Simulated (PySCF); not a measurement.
```xyz
2

Li    0.0000    0.0000   -1.1437
F     0.0000    0.0000    0.4223
```

The calculation used PBE0/x2c-TZVPPall, spin-free X2C-1e, Gaussian nucleus, at a bond length of 1.566 Å (PySCF).

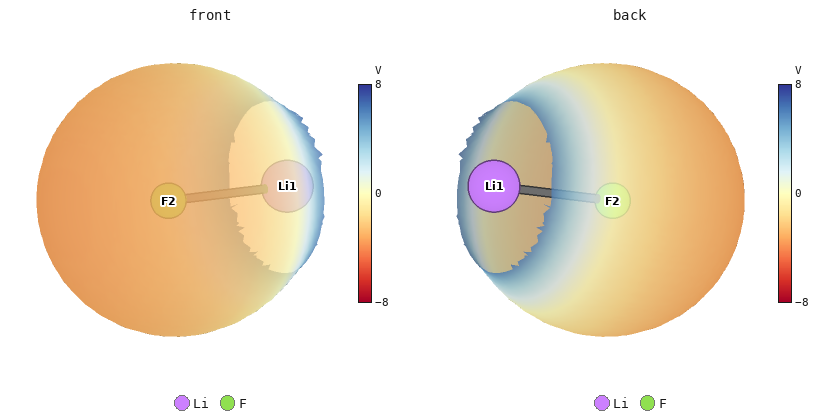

LiF. The molecular electrostatic potential painted on the density surface at 0.004 e/bohr³, seen from the front and from behind; the colour scale runs from red (negative) to blue (positive).

Describe the electrostatic potential map.

The most negative region (about −3.5 V) lies over F2, the most positive (about +5.9 V) over Li1.
